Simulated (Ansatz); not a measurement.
**C₂H₅AlO: density, localisation and related maps**

```yaml
atoms:
  - { symbol: C, position_ang: [-0.3115, 1.2675, -0.6653] }
  - { symbol: C, position_ang: [0.3210, 0.1325, -0.3407] }
  - { symbol: O, position_ang: [1.4748, -0.1783, -1.0095] }
  - { symbol: Al, position_ang: [-0.4811, -0.9602, 1.0614] }
  - { symbol: H, position_ang: [0.0600, 1.9403, -1.4344] }
  - { symbol: H, position_ang: [-1.2264, 1.5413, -0.1545] }
  - { symbol: H, position_ang: [1.8224, -1.0105, -0.6819] }
  - { symbol: H, position_ang: [0.2495, -2.3146, 1.4667] }
  - { symbol: H, position_ang: [-1.8204, -0.4642, 1.7411] }
```

Geometry: PBE0-D4/def2-TZVP.

All numbers below come from RKS PBE0-D4/def2-TZVPP (Ansatz).

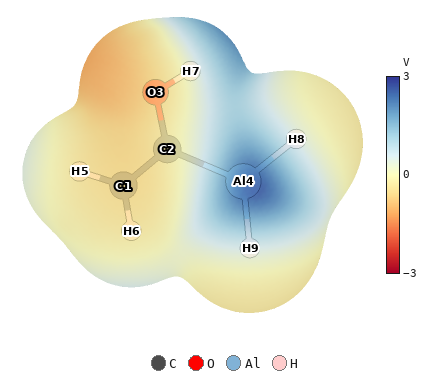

Figure 1. The electrostatic potential painted on the density surface at 0.001 e/bohr³, seen across its widest extent; the colour scale runs from red (negative) to blue (positive).

Q: Where is the surface potential most negative and most positive?

A: The most negative region (about −1.1 V, or −25 kcal/mol for a unit charge) lies over O3, the most positive (about +2.6 V, or +60 kcal/mol for a unit charge) over Al4. O3 is the likeliest acceptor of a hydrogen bond.

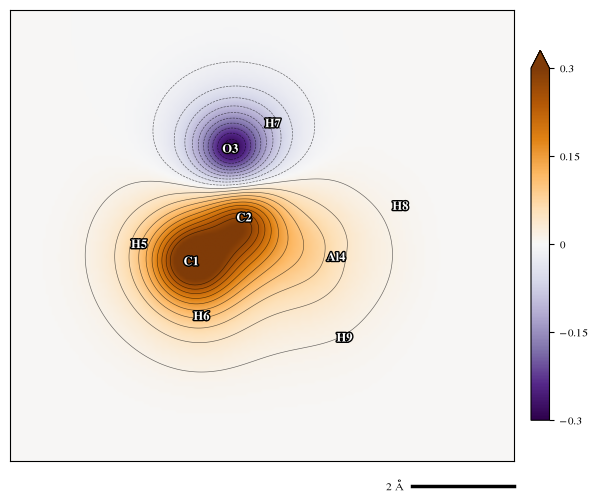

Figure 2. The HOMO on a plane 0.8 Å above the molecular plane (values in Å⁻³ᐟ²; the overall sign is arbitrary).

Q: What is the character of this orbital?

A: By Hirshfeld shares it lies mainly on C1 (about 40 %), O3 (about 25 %) and C2 (about 25 %); it changes sign across the molecular plane (π type); π-bonding across C1–C2; π-antibonding (a node) across C2–O3. Its energy is −6.90 eV.

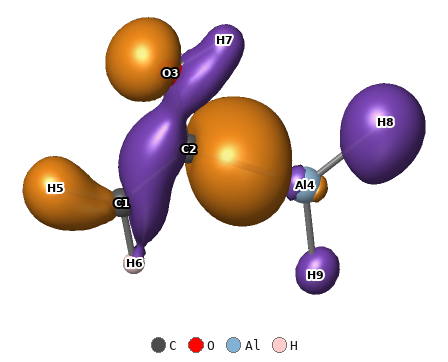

Figure 3. The HOMO−1 at ±0.15 Å⁻³ᐟ² (orange and purple are the two phases), seen at a tilt.

Q: Describe this orbital and give its energy.

A: Its weight (Hirshfeld) is mainly on C2 (about 30 %), Al4 (about 20 %), O3 (about 20 %), C1 (about 10 %) and H8 (about 10 %); it is symmetric in the molecular plane (an in-plane orbital: σ, lone-pair or in-plane π type). Its energy is −8.11 eV.
